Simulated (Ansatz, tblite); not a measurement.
# C₅₄H₃₈: which spin state is lowest

Is the singlet the ground state of C₅₄H₃₈? Other spin states are computed and compared level by level.

Computed with Ansatz 0.2.0, Gaussian basis. Level: as each input shows.

Levels to be run: triplet, at the geometry of the singlet (GFN1-xTB, GFN2-xTB, PBE0-D4/def2-SVP, PBE-D4/def2-SVP); the singlet's energies come from earlier runs.

## Step 1: The structure

The singlet was relaxed beforehand with PBE-D4/def2-SVP.

SMILES `c1ccc(-c2ccc(-c3ccc(-c4ccc(-c5ccc(-c6ccc(-c7ccc(-c8ccc(-c9ccccc9)cc8)cc7)cc6)cc5)cc4)cc3)cc2)cc1`, 92 atoms, charge 0, spin multiplicity 1.

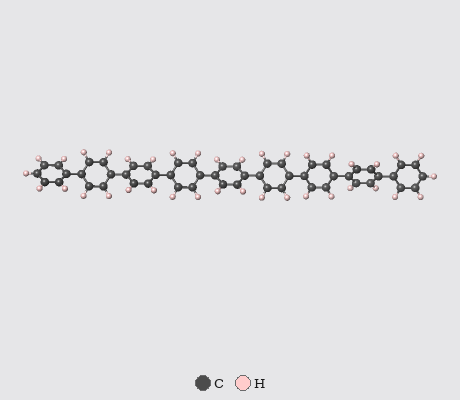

The geometry (carbon dark grey, hydrogen pink).

## Step 2: Triplet at the fixed geometry, GFN1-xTB

Tight binding, by tblite at 300 K electronic temperature and without a spin-polarisation term:

```python
tblite.interface.Calculator('GFN1-xTB', numbers, positions, charge=0, uhf=2).singlepoint()
```

Energy -3659.4682 eV; 0.76 s.

## Step 3: Triplet at the fixed geometry, GFN2-xTB

Tight binding, by tblite at 300 K electronic temperature and without a spin-polarisation term:

```python
tblite.interface.Calculator('GFN2-xTB', numbers, positions, charge=0, uhf=2).singlepoint()
```

Energy -3669.5870 eV; 0.69 s.

## Step 4: Triplet at the fixed geometry, PBE0-D4/def2-SVP

Input file in.yaml:

```yaml
crystal:
  periodic: [false, false, false]
  atoms:
    - {symbol: C, position_ang: [-18.793345, 0.130696, 0.223939]}
    - {symbol: C, position_ang: [-18.101619, -0.592098, -0.761852]}
    - {symbol: C, position_ang: [-16.700624, -0.596627, -0.781299]}
    - {symbol: C, position_ang: [-15.956728, 0.120857, 0.184544]}
    - {symbol: C, position_ang: [-14.474049, 0.115548, 0.164075]}
    - {symbol: C, position_ang: [-13.723360, 0.154813, 1.361643]}
    - {symbol: C, position_ang: [-12.325926, 0.148810, 1.342506]}
    - {symbol: C, position_ang: [-11.608109, 0.104458, 0.124706]}
    - {symbol: C, position_ang: [-10.127358, 0.098011, 0.104637]}
    - {symbol: C, position_ang: [-9.409126, -0.584711, -0.904223]}
    - {symbol: C, position_ang: [-8.011949, -0.591413, -0.922822]}
    - {symbol: C, position_ang: [-7.261019, 0.083170, 0.067450]}
    - {symbol: C, position_ang: [-5.780633, 0.073995, 0.049334]}
    - {symbol: C, position_ang: [-5.060559, 0.045290, -1.167216]}
    - {symbol: C, position_ang: [-3.663422, 0.036190, -1.183860]}
    - {symbol: C, position_ang: [-2.913708, 0.053490, 0.015072]}
    - {symbol: C, position_ang: [-1.433247, 0.041240, -0.002072]}
    - {symbol: C, position_ang: [-0.715195, -0.618094, -1.026315]}
    - {symbol: C, position_ang: [0.681927, -0.631157, -1.041587]}
    - {symbol: C, position_ang: [1.433779, 0.013453, -0.032415]}
    - {symbol: C, position_ang: [2.914249, -0.003039, -0.046515]}
    - {symbol: C, position_ang: [3.659572, -0.021549, 1.154872]}
    - {symbol: C, position_ang: [5.056658, -0.040375, 1.142169]}
    - {symbol: C, position_ang: [5.780235, -0.037738, -0.072655]}
    - {symbol: C, position_ang: [7.260895, -0.056686, -0.085732]}
    - {symbol: C, position_ang: [7.995473, 0.608498, -1.094533]}
    - {symbol: C, position_ang: [9.392716, 0.591912, -1.105378]}
    - {symbol: C, position_ang: [10.126946, -0.093553, -0.110114]}
    - {symbol: C, position_ang: [11.607695, -0.112366, -0.122175]}
    - {symbol: C, position_ang: [12.352649, 0.991690, -0.597562]}
    - {symbol: C, position_ang: [13.750101, 0.973949, -0.607987]}
    - {symbol: C, position_ang: [14.473795, -0.148270, -0.143593]}
    - {symbol: C, position_ang: [15.956481, -0.166727, -0.154280]}
    - {symbol: C, position_ang: [16.685866, 0.487695, -1.174176]}
    - {symbol: C, position_ang: [18.086769, 0.470838, -1.184209]}
    - {symbol: C, position_ang: [18.793932, -0.202008, -0.174440]}
    - {symbol: C, position_ang: [18.084665, -0.857159, 0.845464]}
    - {symbol: C, position_ang: [16.683786, -0.839350, 0.855204]}
    - {symbol: C, position_ang: [13.729256, -1.252211, 0.331532]}
    - {symbol: C, position_ang: [12.331809, -1.234870, 0.342064]}
    - {symbol: C, position_ang: [9.392355, -0.760288, 0.897526]}
    - {symbol: C, position_ang: [7.995219, -0.741081, 0.910332]}
    - {symbol: C, position_ang: [5.034931, -0.016700, -1.274089]}
    - {symbol: C, position_ang: [3.637727, -0.001732, -1.261311]}
    - {symbol: C, position_ang: [0.716056, 0.673326, 0.991641]}
    - {symbol: C, position_ang: [-0.681022, 0.687300, 1.005979]}
    - {symbol: C, position_ang: [-3.634282, 0.081756, 1.231533]}
    - {symbol: C, position_ang: [-5.031360, 0.092717, 1.248300]}
    - {symbol: C, position_ang: [-7.979002, 0.765979, 1.076360]}
    - {symbol: C, position_ang: [-9.376158, 0.773700, 1.094064]}
    - {symbol: C, position_ang: [-12.359425, 0.065930, -1.072923]}
    - {symbol: C, position_ang: [-13.756886, 0.070766, -1.053657]}
    - {symbol: C, position_ang: [-16.668465, 0.843590, 1.170464]}
    - {symbol: C, position_ang: [-18.069446, 0.848631, 1.190054]}
    - {symbol: H, position_ang: [-19.893814, 0.134572, 0.239253]}
    - {symbol: H, position_ang: [-18.658575, -1.166229, -1.519028]}
    - {symbol: H, position_ang: [-16.169334, -1.189470, -1.541819]}
    - {symbol: H, position_ang: [-14.247881, 0.152012, 2.329353]}
    - {symbol: H, position_ang: [-11.775957, 0.140903, 2.295863]}
    - {symbol: H, position_ang: [-9.959058, -1.154065, -1.668613]}
    - {symbol: H, position_ang: [-7.487396, -1.165603, -1.701343]}
    - {symbol: H, position_ang: [-5.609241, 0.069222, -2.120782]}
    - {symbol: H, position_ang: [-3.138450, 0.053341, -2.150737]}
    - {symbol: H, position_ang: [-1.265172, -1.164824, -1.806963]}
    - {symbol: H, position_ang: [1.205376, -1.186631, -1.834281]}
    - {symbol: H, position_ang: [3.130273, -0.041448, 2.119471]}
    - {symbol: H, position_ang: [5.603047, -0.038584, 2.097357]}
    - {symbol: H, position_ang: [7.458417, 1.166451, -1.876590]}
    - {symbol: H, position_ang: [9.930121, 1.107211, -1.915966]}
    - {symbol: H, position_ang: [11.824446, 1.897688, -0.931803]}
    - {symbol: H, position_ang: [14.296234, 1.866350, -0.949986]}
    - {symbol: H, position_ang: [16.143026, 0.994474, -1.986478]}
    - {symbol: H, position_ang: [18.631615, 0.980292, -1.993916]}
    - {symbol: H, position_ang: [19.894376, -0.215846, -0.182279]}
    - {symbol: H, position_ang: [18.628177, -1.379997, 1.647503]}
    - {symbol: H, position_ang: [16.140051, -1.332704, 1.675150]}
    - {symbol: H, position_ang: [14.257758, -2.158340, 0.664967]}
    - {symbol: H, position_ang: [11.786107, -2.127285, 0.684645]}
    - {symbol: H, position_ang: [9.930017, -1.289359, 1.699008]}
    - {symbol: H, position_ang: [7.457391, -1.285371, 1.701419]}
    - {symbol: H, position_ang: [5.563631, -0.031631, -2.239084]}
    - {symbol: H, position_ang: [3.091539, 0.031272, -2.216092]}
    - {symbol: H, position_ang: [1.266845, 1.218349, 1.772971]}
    - {symbol: H, position_ang: [-1.203654, 1.244430, 1.797974]}
    - {symbol: H, position_ang: [-3.086685, 0.056569, 2.185585]}
    - {symbol: H, position_ang: [-5.557278, 0.076317, 2.214754]}
    - {symbol: H, position_ang: [-7.428433, 1.334434, 1.841009]}
    - {symbol: H, position_ang: [-9.900148, 1.348622, 1.872373]}
    - {symbol: H, position_ang: [-11.835830, 0.069630, -2.041041]}
    - {symbol: H, position_ang: [-14.307777, 0.077680, -2.006595]}
    - {symbol: H, position_ang: [-16.112151, 1.432659, 1.915892]}
    - {symbol: H, position_ang: [-18.601163, 1.426433, 1.962385]}
basis:
  gaussian: {orbitals: def2-SVP, fitting: {mean_field: def2-universal-jkfit}}
magnetization: {spin_polarized: true, initial_magnetization: 2}
hamiltonian: {xc: pbe0, dispersion: d4}
scf: {omitted_lower_state_checks: [starts]}
output: {orbitals: {seedname: orbitals}}
```

The run is started by

```bash
$ ansatz run in.yaml --threads 4 --pin off --events-out ev --progress --plain --max-ram 66560MiB --backend cuda --devices 0, --max-vram 37GiB
```

The program printed:

```text
Functional definition: PBE0
  name "PBE0"
  cite "Adamo & Barone, J. Chem. Phys. 110, 6158 (1999) doi:10.1063/1.478522"
  cite "Perdew, Burke & Ernzerhof, Phys. Rev. Lett. 77, 3865 (1996) doi:10.1103/PhysRevLett.77.3865"
  parent pbe
  parameter a = 0.25
  parameter kappa = 0.804
  parameter beta = 0.06672455060314922
  exchange = (1 - a)*pbe_x(kappa = kappa, mu = beta*pi^2/3) + a*exact_x
  correlation = pbe_c(beta = beta)
these checks for a lower state are left out or cut short: starts
4734 factors; integrals over basis functions are off by at most 2.2e-1 eV
mean field evaluation 1: about -56471.2856 eV, gradient 8.1e1 eV
mean field evaluation 2: about -56479.0539 eV, gradient 7.5e1 eV
mean field evaluation 4: about -56505.8178 eV, gradient 1.7e1 eV
mean field evaluation 8: about -56509.0382 eV, gradient 5.9e-1 eV
mean field evaluation 16: about -56509.0427 eV, gradient 9.6e-2 eV
mean field evaluation 32: about -56509.0429 eV, gradient 6.0e-4 eV
mean field -56509.04286893 eV, -2076.6690222281 hartree, gradient 8.7e-6 eV, S^2 2.027068; 0 other end points of the search recorded, 0 dependent functions left out
reference -56509.04297518 eV, -2076.6690261328 hartree; 182, 180 occupied and 764, 766 virtual orbitals, 4734 factors
Total energy: -56512.31610625 eV, -2076.7893114810 hartree
Checks for a lower state left out: starts
```

It took 31 s on 1 × H100 (card shared with other runs) with 4 threads of AMD EPYC 7R13, shared host; peak host memory 1.8 GiB.

HOMO -2.99 eV, LUMO -4.71 eV (over both spins; with the spin held, an empty level of the minority spin lies below the top filled one); ⟨S²⟩ 2.027 (pure: 2.00).

## Step 5: Triplet at the fixed geometry, PBE-D4/def2-SVP

start.molden holds the orbitals of an earlier run on this state, given as this run's starting guess.

in.yaml, as its differences from that of step 4:

```diff
@@ -96,5 +96,5 @@
 basis:
-  gaussian: {orbitals: def2-SVP, fitting: {mean_field: def2-universal-jkfit}}
+  gaussian: {orbitals: def2-SVP, fitting: {mean_field: def2-universal-jkfit}, initial_orbitals: start.molden}
 magnetization: {spin_polarized: true, initial_magnetization: 2}
-hamiltonian: {xc: pbe0, dispersion: d4}
+hamiltonian: {xc: pbe, dispersion: d4}
 scf: {omitted_lower_state_checks: [starts]}
```

The command is unchanged.

The program printed:

```text
Functional definition: PBE
  name "PBE"
  cite "Perdew, Burke & Ernzerhof, Phys. Rev. Lett. 77, 3865 (1996) doi:10.1103/PhysRevLett.77.3865"
  parent pbe
  parameter kappa = 0.804
  parameter beta = 0.06672455060314922
  exchange = pbe_x(kappa = kappa, mu = beta*pi^2/3)
  correlation = pbe_c(beta = beta)
these checks for a lower state are left out or cut short: starts
4734 factors; integrals over basis functions are off by at most 2.2e-1 eV
mean field evaluation 1: about -56503.2066 eV, gradient 1.3e1 eV
mean field evaluation 2: about -56503.9178 eV, gradient 8.4e-1 eV
mean field evaluation 4: about -56503.9695 eV, gradient 3.0e-1 eV
mean field evaluation 8: about -56503.9741 eV, gradient 2.0e-3 eV
mean field evaluation 16: about -56503.9741 eV, gradient 1.4e-5 eV
mean field -56503.97405896 eV, -2076.4827468975 hartree, gradient 4.2e-6 eV, S^2 2.002725; 0 other end points of the search recorded, 0 dependent functions left out
reference -56503.97419065 eV, -2076.4827517369 hartree; 182, 180 occupied and 764, 766 virtual orbitals, 4734 factors
Total energy: -56507.77780802 eV, -2076.6225320971 hartree
Checks for a lower state left out: starts
```

Wall time 15 s (1 × H100 (card shared with other runs) with 4 threads of AMD EPYC 7R13, shared host); peak host memory 1.8 GiB.

Report: HOMO -2.60 eV, LUMO -4.97 eV (over both spins; with the spin held, an empty level of the minority spin lies below the top filled one); ⟨S²⟩ 2.003 (pure: 2.00).

## Step 6: Triplet less singlet, vertical

The singlet's energies are those of its earlier runs, whose logs aren't repeated here.

```
           level  triplet less singlet, vertical (kcal/mol)   time
        GFN1-xTB                                      +57.4  1.2 s
        GFN2-xTB                                      +58.0  1.1 s
 PBE-D4/def2-SVP                                      +57.0   23 s
PBE0-D4/def2-SVP                                      +69.5   44 s
```

Times add the two runs; a level without a time comes out of a correlated run. Tight binding without a spin term can't rank spin states.

## Step 7: Outcome

```
                                               quantity                                       value
triplet less singlet, vertical, functionals in def2-SVP  +57.0 (PBE-D4) to +69.5 kcal/mol (PBE0-D4)
```

In words: All functionals put the triplet above the singlet, over a spread of 12.4 kcal/mol. The checks for a lower triplet were left out, so another state of that spin may lie lower. These are electronic energies, without zero-point motion, entropy or surroundings.
